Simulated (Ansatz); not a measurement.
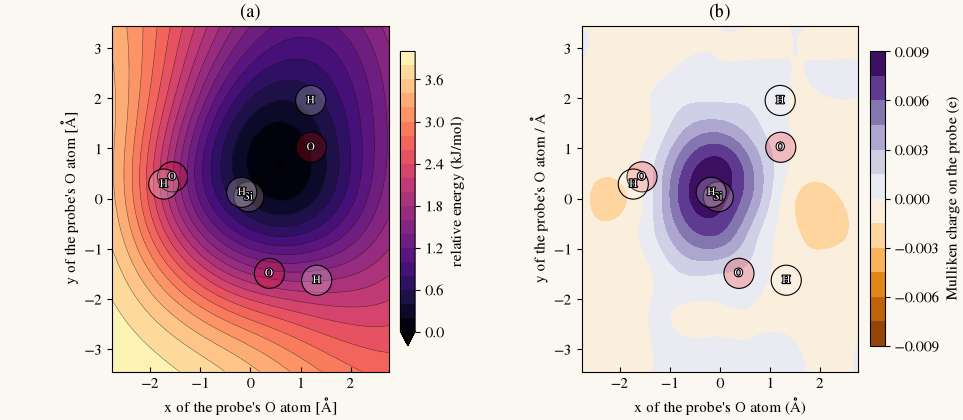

H₄O₃Si (SMILES O[SiH](O)O) with the probe H2O. The probe is moved over a plane parallel to the molecule's main plane, 5.00 Å above it. First axis: x of the probe's O atom. Second axis: y of the probe's O atom. Nothing is relaxed (molecule and probe rigid, the probe upright with O nearest the plane). The grid has 9 × 11 points. All energies are given in kJ/mol relative to the lowest grid point. These are results of RKS PBE-D4/def2-SVPD in Ansatz, not measurements.

Panel (a) is the energy and panel (b) the computed Mulliken charge on the probe on the same grid.

Drawn: filled contours, labelled circles for the molecule's atoms, projected on the plane. Between grid points the surface is interpolated.

How does the Mulliken charge on the probe vary over the map, and what is it at the lowest grid point?

Leaving out the highest fifth of the energies, it runs from 0.00 e at x of the probe's O atom = −2.07 Å, y of the probe's O atom = 0.00 Å to 0.01 e at x of the probe's O atom = 0.00 Å, y of the probe's O atom = 0.00 Å. At the lowest grid point, x of the probe's O atom = 0.69 Å, y of the probe's O atom = 0.69 Å, it is 0.00 e.

| y of the probe's O atom ↓, x of the probe's O atom → | −2.76 | −2.07 | −1.38 | −0.69 | 0.00 | 0.69 | 1.38 | 2.07 | 2.76 |
| --- | --- | --- | --- | --- | --- | --- | --- | --- | --- |
| 3.45 | 0.00 | 0.00 | 0.00 | 0.00 | 0.00 | 0.00 | 0.00 | 0.00 | 0.00 |
| 2.76 | 0.00 | 0.00 | 0.00 | 0.00 | 0.00 | 0.00 | 0.00 | 0.00 | 0.00 |
| 2.07 | 0.00 | 0.00 | 0.00 | 0.00 | 0.00 | 0.00 | 0.00 | 0.00 | 0.00 |
| 1.38 | 0.00 | 0.00 | 0.00 | 0.00 | 0.00 | 0.00 | 0.00 | 0.00 | 0.00 |
| 0.69 | 0.00 | 0.00 | 0.00 | 0.01 | 0.01 | 0.00 | 0.00 | 0.00 | 0.00 |
| 0.00 | 0.00 | 0.00 | 0.00 | 0.01 | 0.01 | 0.00 | 0.00 | 0.00 | 0.00 |
| −0.69 | 0.00 | 0.00 | 0.00 | 0.01 | 0.01 | 0.00 | 0.00 | 0.00 | 0.00 |
| −1.38 | 0.00 | 0.00 | 0.00 | 0.00 | 0.00 | 0.00 | 0.00 | 0.00 | 0.00 |
| −2.07 | 0.00 | 0.00 | 0.00 | 0.00 | 0.00 | 0.00 | 0.00 | 0.00 | 0.00 |
| −2.76 | 0.00 | 0.00 | 0.00 | 0.00 | 0.00 | 0.00 | 0.00 | 0.00 | 0.00 |
| −3.45 | 0.00 | 0.00 | 0.00 | 0.00 | 0.00 | 0.00 | 0.00 | 0.00 | 0.00 |
